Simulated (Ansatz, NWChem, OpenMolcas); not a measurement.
A ladder of methods for CClF3 (SMILES FC(F)(F)Cl)

CClF3 has 5 atoms, charge 0, and is taken as a singlet. SMILES: `FC(F)(F)Cl`. The coordinates come from a PBE0-D4/def2-TZVP relaxation.

```xyz
5

F     0.2137    0.0191    1.3261
C    -0.0022   -0.0825    0.0261
F    -1.2496   -0.4746   -0.1671
F     0.8117   -0.9990   -0.4685
Cl    0.2763    1.4633   -0.7580
```

Each level gives the energy change with the C2–Cl5 bond stretched from 1.756 to 3.160 Å (eV). The values are calculated.

```json
{"level": "M06-L/def2-SVPD (restricted)", "kind": "meta-GGA", "program": "NWChem", "value (eV)": "3.51", "CPU time (all runs)": "3.4 min"}
{"level": "r2SCAN/def2-SVPD (restricted)", "kind": "meta-GGA", "program": "Ansatz", "value (eV)": "3.61", "CPU time (all runs)": "34 s"}
{"level": "B3LYP/def2-SVPD (restricted)", "kind": "global hybrid", "program": "Ansatz", "value (eV)": "3.58", "CPU time (all runs)": "22 s"}
{"level": "BHLYP/def2-SVPD (restricted)", "kind": "global hybrid", "program": "NWChem", "value (eV)": "4.43", "CPU time (all runs)": "2.2 min"}
{"level": "PBE0/def2-SVPD (restricted)", "kind": "global hybrid", "program": "OpenMolcas", "value (eV)": "4.00", "CPU time (all runs)": "74 s"}
{"level": "CAM-B3LYP/def2-SVPD (restricted)", "kind": "range-separated hybrid", "program": "Ansatz", "value (eV)": "4.15", "CPU time (all runs)": "25 s"}
{"level": "RPA@PBE/def2-SVPD (restricted)", "kind": "RPA", "program": "Ansatz", "value (eV)": "3.08", "CPU time (all runs)": "41 s"}
{"level": "MP2/def2-SVPD (restricted)", "kind": "perturbation theory", "program": "OpenMolcas", "value (eV)": "3.83", "CPU time (all runs)": "30 s"}
```

The first shape isn't each level's own minimum. The values span 3.08 to 4.43 eV. CPU times are rough (shared hosts, several kinds of processor): they show what a rung costs within a factor of a few.

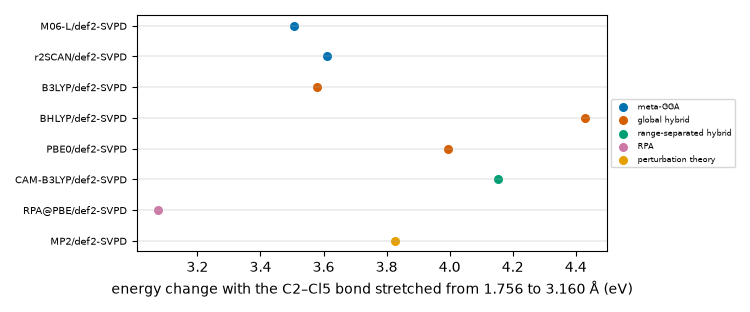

The values of the table, level by level.
